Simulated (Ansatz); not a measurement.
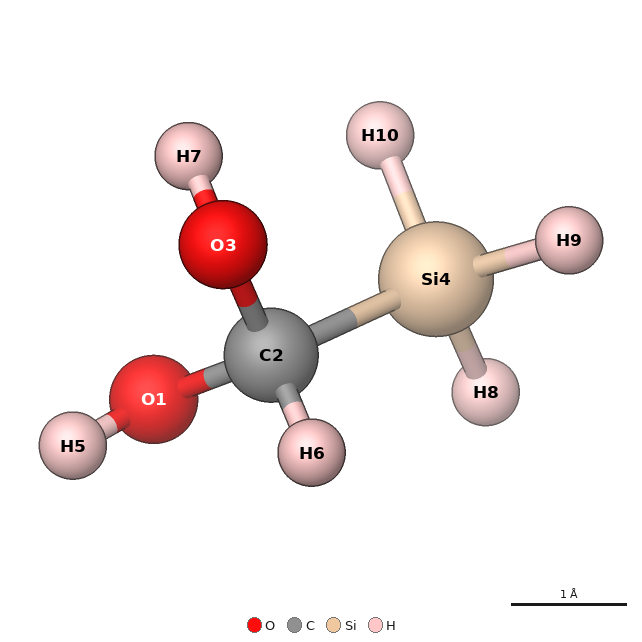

Orthographic view. Atoms fade into the background with distance from the viewer. The geometry was computed by an optimisation with PBE-D4/def2-SVP. No frequency run is at hand to confirm it as a minimum.

Write the connection table.

O1: C2, H5
C2: O1, O3, Si4, H6
O3: C2, H7
Si4: C2, H8, H9, H10
H5: O1
H6: C2
H7: O3
H8: Si4
H9: Si4
H10: Si4
